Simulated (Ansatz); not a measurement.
Three curves of one kind of scan: energy against volume (even scaling of the relaxed cell, symmetry kept). Method: PBEsol (plane waves to 420 eV, PAW, scalar-relativistic; Ansatz, an electronic-structure program). Each is measured from its own zero (the relaxed starting cell). 

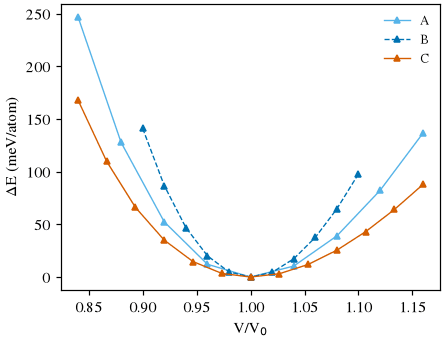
Curves A, B and C.

Question: Match the curves to these crystals:
- BaTiO$_{3}$ (cubic perovskite), a = b = c = 3.970 Å, α = β = γ = 90.00°
- TaN (rock salt), a = b = c = 4.3756 Å, α = β = γ = 90.00°
- HgSe (zinc blende), a = b = c = 6.1333 Å, α = β = γ = 90.00°

Answer: A is BaTiO3; B is TaN; C is HgSe.

All were relaxed with their symmetry unable to fall. At this level the bands of HgSe touch or barely overlap. BaTiO3 is run without spin polarisation. Spin-orbit coupling is left out. TaN is run without spin polarisation. This is a high-temperature form of BaTiO3. This is a high-temperature form of TaN.

(A scan under strain: stresses follow from slopes of the energy per volume, elastic moduli from its curvatures.)
